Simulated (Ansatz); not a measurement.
Ligand exchange: SnH3(SH) + GeH3(SH) → SnH2(SH)2 + GeH4

Species: SnH3(SH), singlet; GeH3(SH), singlet; SnH2(SH)2, singlet; GeH4 (germane) `[GeH4]`, singlet. The partners trade H for SH: Sn–H and Ge–SH bonds give way to Sn–SH and Ge–H.

Shapes, held fixed at every level: PBE0-D4/def2-TZVP. Flexible molecules stand in one conformer, not always the lowest. Programs: Ansatz 0.2.0. Electronic energies: no zero-point or thermal term.

```csv
level,kind,ΔE (kJ/mol),less CCSD(T)/def2-TZVPP
HF/def2-TZVPP,Hartree–Fock,-16.2,+3.0
r2SCAN-D4/def2-TZVPP,meta-GGA,-22.9,-3.7
r2SCAN0-D4/def2-TZVPP,global hybrid,-21.0,-1.8
wB97M-V/def2-TZVPP,range-separated hybrid,-20.2,-1.0
wB97X-V/def2-TZVPP,range-separated hybrid,-19.4,-0.2
MP2/def2-TZVPP,perturbation theory,-22.0,-2.8
CCSD/def2-SVP,coupled cluster or CI,-21.8,-2.6
CCSD(T)/def2-TZVPP,coupled cluster or CI,-19.2,0.0
```

The highest level, CCSD(T)/def2-TZVPP, gives ΔE = -19.2 kJ/mol; the levels span -22.9 to -16.2. The column of differences is taken from that level and isn't an error. No measured value is set beside it here. For atoms past krypton def2 sets carry core potentials with scalar relativity. Relativity is left out for Ge unless named. Correlated rows may include outer-core shells of Ge, Sn, which these sets cover unevenly.

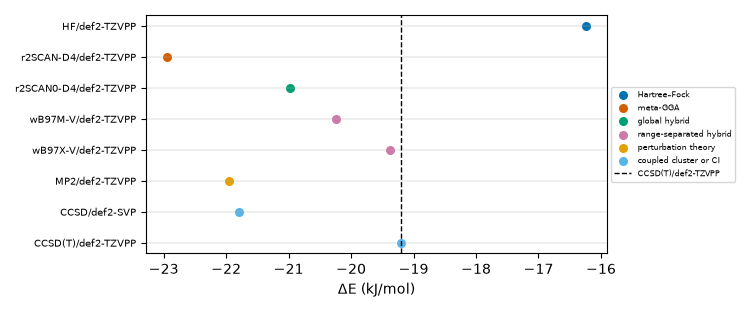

The values of the table, level by level.
